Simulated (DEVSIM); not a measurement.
Structure: Ru/Al2O3/n-Si capacitor, at 300 K.

| layer (left to right) | material | thickness (nm) | Nd (cm⁻³) |
|---|---|---|---|
| 1 | Al2O3 | 8.00 | - |
| 2 | Si | 660 | 7.6e17 |

Metal gate on the left, work function 4.7 eV. Fixed charge at the semiconductor interface -4e10 cm⁻² (in units of +e); no interface traps.

Constants are typed, rounded textbook-type inputs, not results; the design itself was drawn at random and stands for no fabricated device. Values at 300 K.

```csv
parameter,Al2O3,Si
gap (eV),6.8,1.124
affinity (eV),1.35,4.05
permittivity,9,11.7
Nc (cm⁻³),-,2.86e19
Nv (cm⁻³),-,3.1e19
```

Simulated with DEVSIM: 1D Poisson equation in equilibrium, Boltzmann statistics, complete ionisation; no quantum confinement or tunnelling. Metal contacts follow the ideal Schottky-Mott rule: no Fermi-level pinning, no interface dipoles.

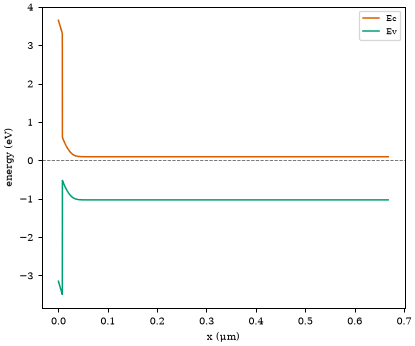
Fig. 1. Band edges at -0.3 V on the gate

Energies count from the Fermi level of the right contact; mesh points crowd at the junctions.

```csv
x (μm),Ec (eV),Ev (eV),n (cm⁻³),p (cm⁻³),field (V/cm)
0.000,3.650,-3.150,< 1e2,< 1e2,-430000
0.0009500,3.609,-3.191,< 1e2,< 1e2,-430000
0.002445,3.545,-3.255,< 1e2,< 1e2,-430000
0.004636,3.450,-3.350,< 1e2,< 1e2,-430000
0.006956,3.350,-3.450,< 1e2,< 1e2,-430000
0.007940,3.308,-3.493,< 1e2,< 1e2,-430000
0.008903,0.575,-0.549,6.3e9,1.9e10,-330000
0.01181,0.485,-0.639,2.0e11,5.7e8,-290000
0.01629,0.365,-0.759,2.1e13,5600000,-240000
0.02480,0.203,-0.921,1.1e16,11000,-140000
0.04096,0.100,-1.024,5.9e17,200,-14000
0.08897,0.094,-1.030,7.6e17,150,≈ 0
0.1629,0.094,-1.030,7.6e17,150,≈ 0
0.3033,0.094,-1.030,7.6e17,150,≈ 0
0.5062,0.094,-1.030,7.6e17,150,≈ 0
0.5834,0.094,-1.030,7.6e17,150,≈ 0
0.6255,0.094,-1.030,7.6e17,150,≈ 0
0.6462,0.094,-1.030,7.6e17,150,≈ 0
0.6593,0.094,-1.030,7.6e17,150,≈ 0
0.6640,0.094,-1.030,7.6e17,150,≈ 0
0.6664,0.094,-1.030,7.6e17,150,≈ 0
0.6680,0.094,-1.030,7.6e17,150,≈ 0
```
